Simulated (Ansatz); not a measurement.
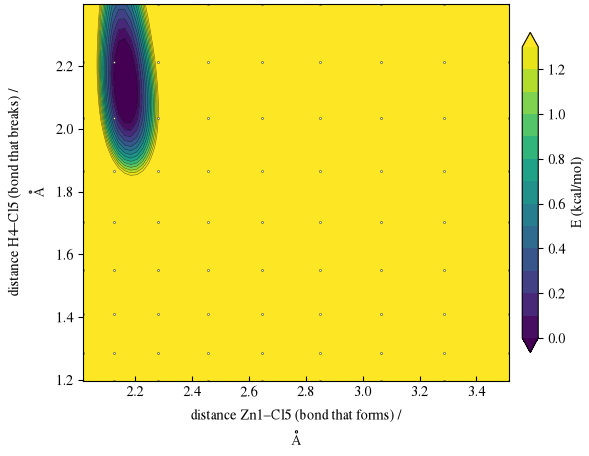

The reacting system ClFH₂OZn (fragments FHOZn + ClH where the first distance is long, ClHOZn + FH where the second is long). Coordinates scanned: (1) distance Zn1–Cl5 (bond that forms); (2) distance H4–Cl5 (bond that breaks). Relaxed at each point: all other coordinates. The grid has 9 × 9 points. Points are written as (first, second). Energies: kcal/mol, counted from the lowest grid point. The reference is spin-restricted, so regions where a bond is pulled apart into radicals lie too high. All numbers below come from RKS PBE0-D4/def2-SVP in Ansatz.

Drawn: filled contours, dots at the grid points, one colour for all values above the top of the scale. Between grid points the surface is interpolated.

Question: Where is the minimum, and how stiff is the well along each coordinate?

Answer: The interpolated minimum is at the first coordinate ≈ 2.165 Å, the second coordinate ≈ 2.140 Å. The curvatures there are about 12 eV/Å² and 1.2 eV/Å², with a cross term of about 0.77 eV/Å². Round the minimum the valley is somewhat tilted: raising the first coordinate shifts the best value of the second coordinate downwards (coupling k₁₂/√(k₁₁k₂₂) about 0.2). (1 eV is 23.1 kcal/mol.)
